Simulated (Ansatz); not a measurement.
**The cluster Si3Ge: reading failed and doubtful runs**

Aim: try 2 inputs for the cluster Si3Ge as typed, read how each ends, and find what has to change.

The runs use Ansatz 0.2.0, Gaussian basis; the settings change from run to run.

## (1) The molecule

An earlier r2SCAN-D4/def2-SVP relaxation fixed the geometry.

4 atoms, charge 0, spin multiplicity 1.

Atoms are counted from 1 here; the program's logs count them from 0.

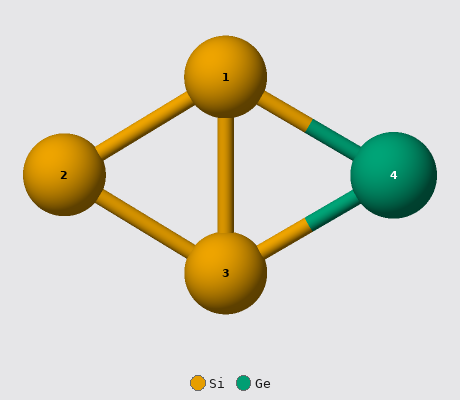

The structure; silicon amber, germanium teal; atoms are numbered from 1 in the order of the file.

## (2) Input 1

Input file in.yaml:

```yaml
crystal:
  periodic: [false, false, false]
  atoms:
    - {symbol: Si, position_ang: [0.950027, 0.743682, 0.008668]}
    - {symbol: Si, position_ang: [-1.205105, 1.596335, -0.045637]}
    - {symbol: Si, position_ang: [-0.975164, -0.710625, -0.017463]}
    - {symbol: Ge, position_ang: [1.230252, -1.629393, 0.054422]}
basis:
  gaussian: {orbitals: def2-SVP, nuclear_model: gaussian}
magnetization: {spin_polarized: true, initial_magnetization: 1}
hamiltonian: {xc: {name: r2SCAN0}, dispersion: d4}
accuracy: high
output: {forces: true}
```

On the command line:

```console
> ansatz run in.yaml --threads 4 --pin off --events-out ev --progress --plain --max-ram 3916MiB
```

Log:

```text
Error: a molecule whose nuclei and cores have a total charge of 74 cannot have a net charge of 0 together with 1 unpaired electrons
```

Run time: 0.05 s. Hardware: 4 threads of Arm Neoverse N1, shared host.

Diagnosis: The program refused the input. The number of unpaired electrons doesn't fit the electron count. Fix: make charge and initial_magnetization agree: an even electron count takes an even number of unpaired electrons.

## (3) Input 2

Input file in.yaml:

```yaml
crystal:
  periodic: [false, false, false]
  atoms:
    - {symbol: Si, position_ang: [0.921784, 0.687302, -0.061617]}
    - {symbol: Si, position_ang: [-1.207702, 1.621284, -0.054737]}
    - {symbol: Si, position_ang: [-0.939816, -0.678836, -0.028658]}
    - {symbol: Ge, position_ang: [1.296029, -1.587737, -0.048987]}
basis:
  gaussian: {orbitals: def2-SVP}
hamiltonian: {xc: {name: HF}, dispersion: rvv10}
scf: {omitted_lower_state_checks: [starts]}
output: {forces: true}
```

Same command.

Log:

```text
Error: inconsistent input (hamiltonian.dispersion, hamiltonian.xc): `dispersion: rvv10` has no transferable b for PBE exchange — Sabatini et al. (2013) fitted b=6.3 to rPW86, and the PBE refits of Peng & Perdew (2017) are task-dependent (b=6.6 S22 / b=10.0 layered). Use `xc: {exchange: rpw86, correlation: pbe}` for the original rVV10 or `xc: r2scan` for the r²SCAN+rVV10 pairing
```

Wall time 0.05 s (4 threads of Arm Neoverse N1, shared host).

**Diagnosis.** Refused before any calculation. The dispersion term doesn't go with the functional. Its coordinates are also moved off the relaxed structure. Fix: leave the dispersion key out, or pick one that has parameters for this functional.

## (4) Summary

| input | level | ended | cause | time |
| --- | --- | --- | --- | --- |
| 1 | r2SCAN0/def2-SVP | refused | the number of unpaired electrons doesn't fit the electron count | 0.05 s |
| 2 | HF/def2-SVP | refused | the dispersion term doesn't go with the functional | 0.05 s |

2 refused. A refusal costs next to no computing time.
